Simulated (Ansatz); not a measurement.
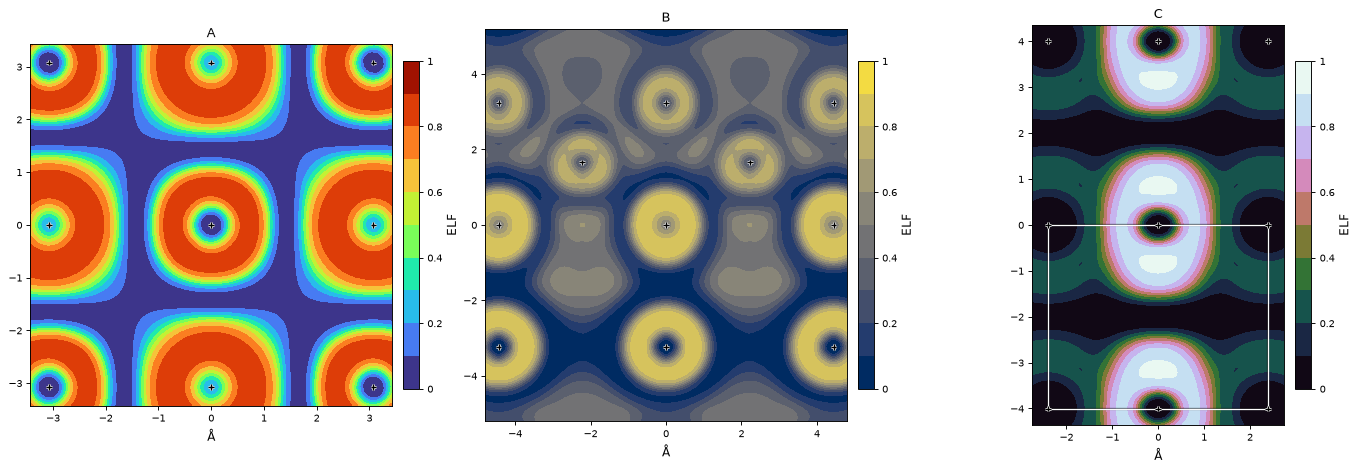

The ELF of 3 systems, each on a plane through atoms (crosses mark nuclei in the plane).

These are results of DFT PBE, scalar-relativistic, plane waves, PAW (Ansatz 0.2.0), not measurements.

System 1: KSrRe4, the (110) plane of the conventional cell. Space group P-6m2; a structure generated by program, which may or may not match a known phase; computed without spin polarisation.

System 2: SrCl, the (100) plane of the conventional cell. Space group Fm-3m; a structure generated by program, which may or may not match a known phase; computed without spin polarisation.

System 3: Zn2S, the (100) plane of the conventional cell. Space group P4/mmm; a structure generated by program, which may or may not match a known phase.

```cif
data_structure
_symmetry_space_group_name_H-M 'P 1'
_symmetry_Int_Tables_number 1
_cell_length_a 4.7910
_cell_length_b 4.7910
_cell_length_c 4.0030
_cell_angle_alpha 90.000
_cell_angle_beta 90.000
_cell_angle_gamma 90.000
_cell_volume 91.88
loop_
_atom_site_label
_atom_site_type_symbol
_atom_site_fract_x
_atom_site_fract_y
_atom_site_fract_z
_atom_site_occupancy
Zn1 Zn 0.00000 0.50000 0.00000 1
Zn2 Zn 0.50000 0.00000 0.00000 1
S1 S 0.50000 0.50000 0.00000 1
```

> Which map belongs to which system?

Panel A is system 2, SrCl: the plane holds Sr and Cl. Sr–Cl (3.08 Å): the ELF is about 0.05 at the midpoint; no localised pair shows between them. Panel B is system 1, KSrRe4: the plane holds K, Sr and Re. Re–Re (2.73 Å): the ELF is about 0.45 at the midpoint. Panel C is system 3, Zn2S: the plane holds Zn and S. Zn–S (2.40 Å): the ELF peaks at about 0.80 in the valence shell of S, 0.8 Å from its nucleus, and is about 0.50 at the midpoint.
